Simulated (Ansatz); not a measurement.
System: Cl4Ga2H2.

The calculation's input:

```
crystal:
  periodic: [false, false, false]
  atoms:
    - symbol: Cl
      position_ang: [-0.491383, -2.203033, 1.963211]
    - symbol: Cl
      position_ang: [1.101303, -0.197234, -0.569094]
    - symbol: Cl
      position_ang: [-2.313112, -0.189131, -1.715502]
    - symbol: Cl
      position_ang: [-1.154094, 1.285332, 1.359383]
    - symbol: Ga
      position_ang: [0.518837, -0.336974, 1.710089]
    - symbol: Ga
      position_ang: [-0.806442, 1.128100, -0.966084]
    - symbol: H
      position_ang: [1.650079, 0.238657, 2.590528]
    - symbol: H
      position_ang: [-0.396738, 2.501370, -1.542711]
basis:
  gaussian: {orbitals: def2-SVPD}
total_charge: 0
hamiltonian: {xc: pbe0}
output: {forces: true, orbitals: {seedname: orbitals}}
```

Command:

```sh
ansatz run input.yaml --threads 2 --pin off --max-ram 6090MiB --events-out events.jsonl --progress --plain --runs-dir runs
```

Geometry: PBE0-D4/def2-SVP.

Level of theory: Ansatz, isolated molecule in a Gaussian basis; Kohn-Sham density functional theory, functional PBE0.

What will maps of the electron density and electron localisation function show?

Answer. Ga–Cl (2.14 Å): ρ is about 0.7 e/Å³ halfway; the ELF peaks at about 0.85 in the valence shell of Cl, 0.8 Å from its nucleus, and is about 0.55 at the midpoint.
Ga–H (1.54 Å): ρ is about 1 e/Å³ halfway; the ELF climbs to about 1 towards the hydrogen.

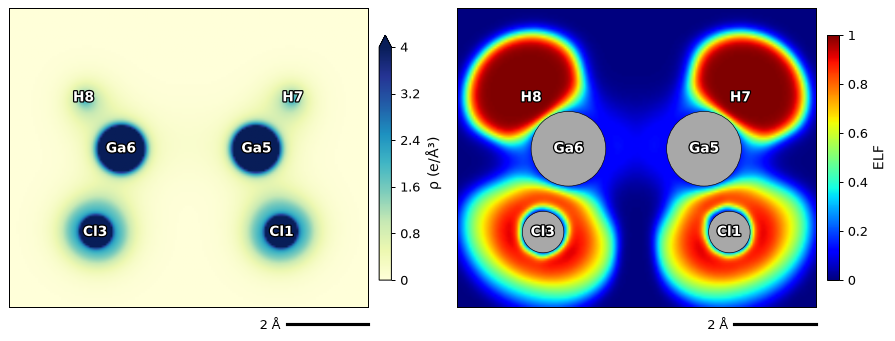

Computed electron density and electron localisation function on the plane of atoms Cl1, Ga5 and H7, in this order. Grey discs cover the atomic cores in the ELF map. 
